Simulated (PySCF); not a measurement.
# H4OSi, SMILES `O[SiH3]`: electronic structure

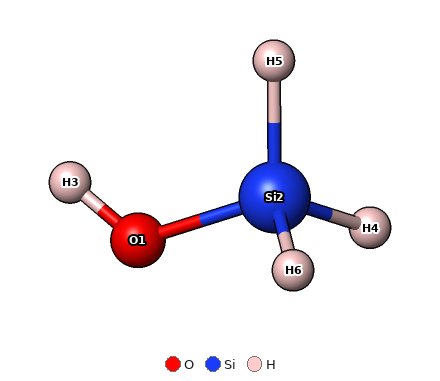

The molecule, with its atoms numbered as below. No frequency check shows the geometry to be a minimum.

Geometry (Å), atoms numbered from 1:

```
O1      -1.0895   -0.1134   -0.0011
Si2      0.5324    0.0112    0.0000
H3      -1.6683    0.6415    0.0047
H4       1.0041   -0.6299   -1.2224
H5       0.9246    1.4215    0.0298
H6       1.0019   -0.6826    1.1959
```

### 1. Bonding charge

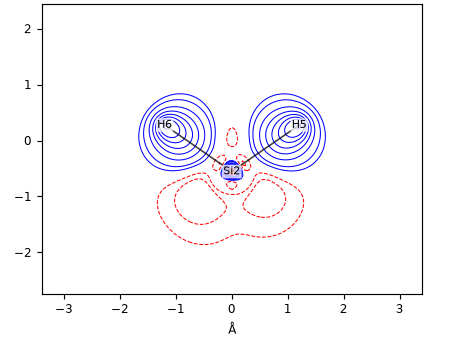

Deformation density (molecule less spherical, spin-averaged free atoms) in the plane of Si2, H5 and H6; contours at ±0.05 to ±0.8 e/Å³; solid blue lines: gain, dashed red lines: loss.

PySCF calculation, PBE/def2-TZVP, gas phase; geometry: GFN2-xTB.

**Describe the bonding that the map shows.**

Si2–H6: +0.23 e/Å³ at the bond critical point (bond length 1.46 Å, Mayer order 0.9). Si2–H5: +0.22 e/Å³ at the bond critical point (bond length 1.46 Å, Mayer order 0.9). In all, 1.4 electrons gather in the regions of gain relative to the promolecule.

### 2. Bond critical points

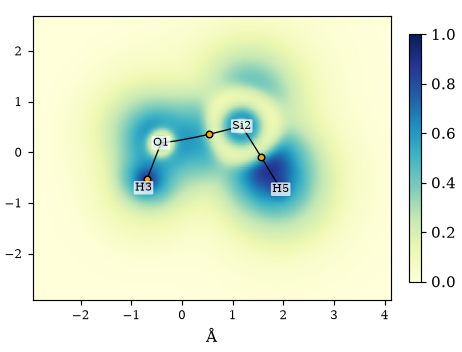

Localised orbital locator (LOL) in the plane of O1, Si2, H3 and H5, with bond paths and bond critical points (dots).

**What values does LOL take at the bond critical points in this plane?**

O1–H3: about 0.88; Si2–H5: about 0.43; O1–Si2: about 0.29. Values above 0.5 mark slow, localised electrons, as in shared pairs; low values at a critical point mark a polar or closed-shell contact whose critical point lies between the shells.

**Where along O1–H3 does the critical point lie?**

0.77 Å from O1 and 0.18 Å from H3.

### 3. Local ionisation energy

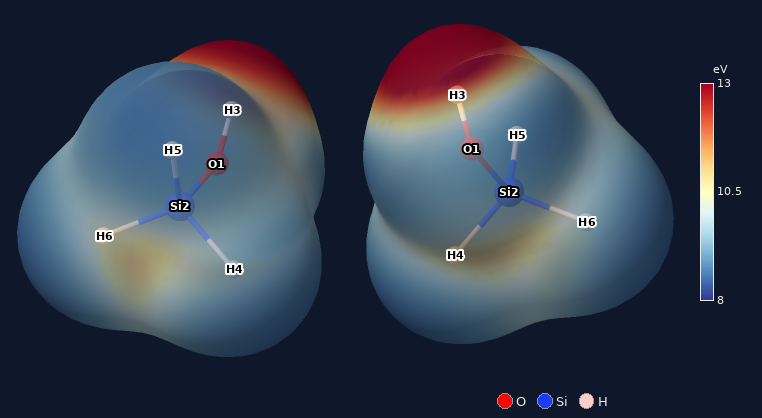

Average local ionisation energy on the surface of electron density 0.001 a.u. (back view left, front view right).

**Locate the minima of the map.**

The lowest value is 8.5 eV, 1.5 Å from H6, and at like points elsewhere. Further minima include 8.7 eV, 1.9 Å from O1, and at like points elsewhere. For comparison, the highest occupied orbital lies at −7.1 eV.

### 4. In an electric field

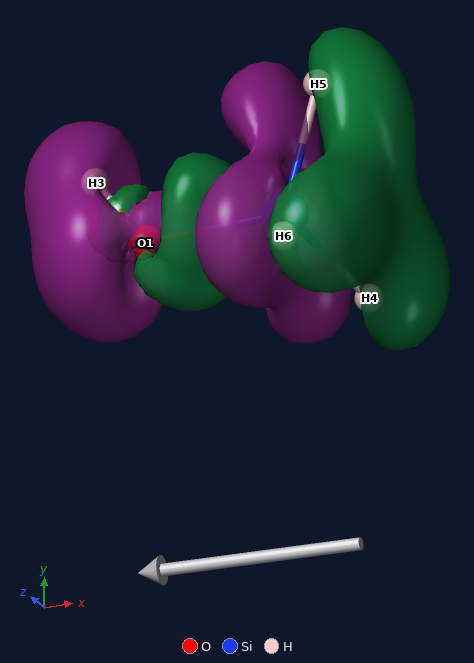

Change of the electron density in a uniform field of 0.21 V/Å along −x (arrow), surfaces at ±0.0015 e/Å³ (green: gain, purple: loss).

Level of theory: PBE/def2-TZVP (PySCF), at a geometry from GFN2-xTB. A basis without diffuse functions makes polarisabilities too small.

The field was applied in both directions; the picture shows the one opposite to the script's first.

**How large is the response?**

The induced dipole is 0.31 D (along the field); α along this axis, from the fields in both directions, is 30 bohr³ (4.5 Å³).

### 5. Removing or adding an electron

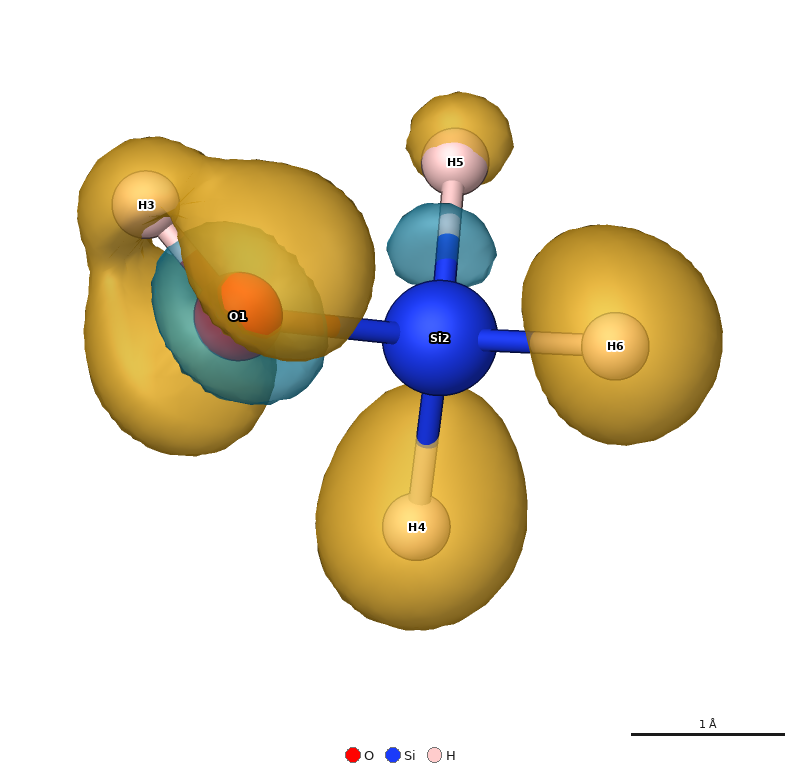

Fukui function f⁻ = ρ(N) − ρ(N−1) at fixed geometry, surfaces at ±0.04 e/Å³ (yellow positive, teal negative).

Method: PBE/def2-TZVP; geometry: GFN2-xTB; program: PySCF.

**Which atoms respond most to the removal of an electron?**

f⁻ (Hirshfeld-condensed) is largest on O1 (0.25), Si2 (0.25) and H4 and H6 (0.17 each); the vertical ionisation energy is 10.85 eV. Condensed values hint at sites of electrophilic attack but needn't mark the atom that reacts. Shares this close don't rank the sites. Orbital relaxation makes it negative in places (0.11 e in all).

```
atom     f⁻  charge
  O1  +0.25   −0.29
 Si2  +0.25   +0.35
  H3  +0.09   +0.17
  H4  +0.17   −0.08
  H5  +0.07   −0.08
  H6  +0.17   −0.08
```

The PySCF runs shown took 4 s, 8.2 s and 20 s on 1 thread of Intel(R) Xeon(R) 6975P-C (Granite Rapids), on a shared host.
